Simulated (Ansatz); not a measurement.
# CH5FSi···HCl: what the fields show

```xyz
10

Si   -0.4375   -0.2153   -0.9393
F     0.9396    0.6567   -1.2986
H    -0.5678   -1.2405   -2.0282
H    -1.5871    0.7474   -0.9931
C    -0.2132   -0.9840    0.7478
H     1.2802    1.8918    0.0531
Cl    1.0909    2.5659    1.1608
H    -1.1296   -1.5317    1.0505
H     0.6349   -1.6982    0.7497
H    -0.0104   -0.1920    1.4972
```

Theory: Ansatz 0.2.0, UKS PBE-D4/def2-SVP.

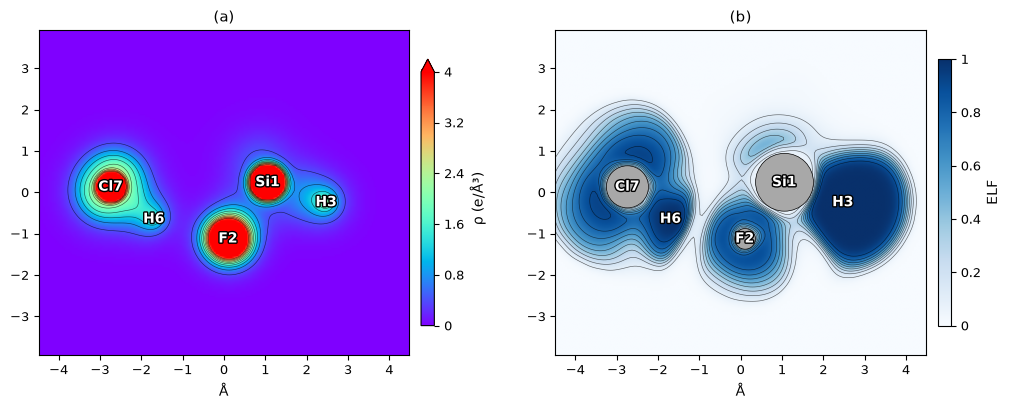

Figure 1. (a) electron density; (b) ELF on the plane of atoms F2, Si1 and H3. Grey discs cover the atomic cores in the ELF map.

### Describe what can be read from this map.

The plane passes through Si, F, H and Cl nuclei.
F2···H6 (1.86 Å): the density falls to about 0.19 e/Å³ on the way; the ELF dips to about 0.10 between them.
Si–F (1.67 Å): ρ is about 0.9 e/Å³ halfway; the ELF peaks at about 0.85 in the valence shell of F, 0.6 Å from its nucleus, and is about 0.45 at the midpoint.
Cl–H (1.31 Å): ρ is about 1.8 e/Å³ halfway; the ELF climbs to about 1 towards the hydrogen, as it does in any bond to H (a covalent bond by its length).
Si–H (1.50 Å): ρ is about 0.77 e/Å³ halfway; the ELF climbs to about 1 towards the hydrogen.
The ELF also peaks beside F2 and Cl7, away from the bonds: lone-pair regions.

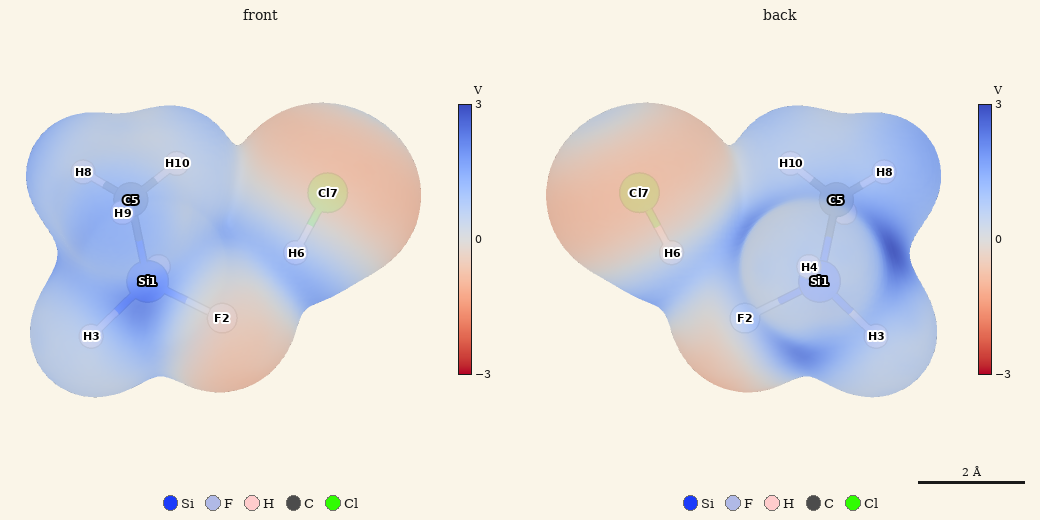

Figure 2. The molecular electrostatic potential painted on the density surface at 0.004 e/bohr³, seen from the front and from behind; red is negative and blue positive.

### Which sites attract a positive test charge, and which a negative one?

A positive charge is drawn to the negative regions and a negative charge to the positive ones. The most negative region (about −0.8 V) lies over Cl7, the most positive (about +2.6 V) over Si1. Cl7 shows a σ-hole: about +0.3 V at the tip opposite its bond, against about −0.5 V on its flanks.

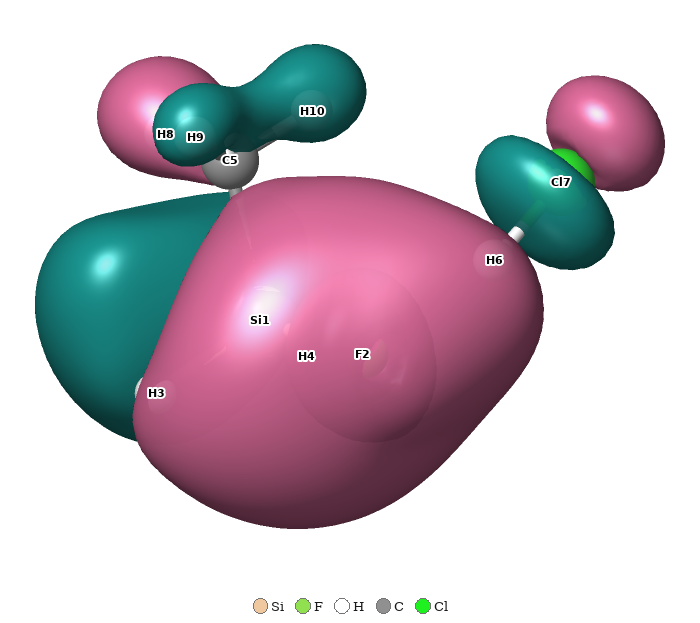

Figure 3. One frontier orbital at ±0.06 Å⁻³ᐟ² (teal and pink are the two phases), seen across its widest extent.

### Which orbital is it: HOMO or LUMO?

The LUMO, at −0.53 eV. It lies mainly on Si1 (about 55 %), F2 (about 15 %) and C5 (about 5 %).
